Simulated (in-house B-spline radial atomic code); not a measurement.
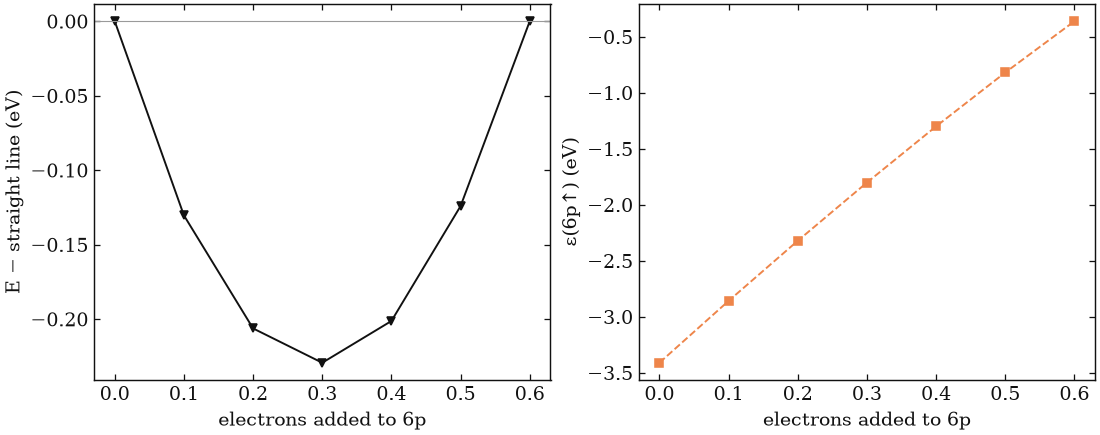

All numbers are computed, not measured: scalar-relativistic (spin-free one-electron X2C) exchange-only LDA (Slater), spin-polarised, spherical fractional occupations, Fermi nucleus, basis-set limit (an in-house B-spline radial code). The occupation of the 6p shell is varied from Pb ([Xe] 4f14 5d10 6s2 6p2 (high spin)) to Pb with charge -0.6 ([Xe] 4f14 5d10 6s2 6p2.6 (6p: 2.6 up, 0 down)), with spherical fractional occupations. The plot shows the total energy less the straight line between the end points, and the eigenvalue of 6p↑.

Is the energy convex or concave in the occupation, and by how much?

The curve is convex (below the straight line), with the largest deviation among the points computed, −0.23 eV, at 0.3. The eigenvalue, which is the slope of the energy (Janak's theorem), moves from −3.41 eV at 0 to −0.362 eV at 0.6. Convexity is the mark of the delocalisation error, which puts fractional charges too low; for p, d and f shells the spherical spreading of the fraction adds to it. One end point is itself fractional, so the deviation from the line between whole numbers would be larger.
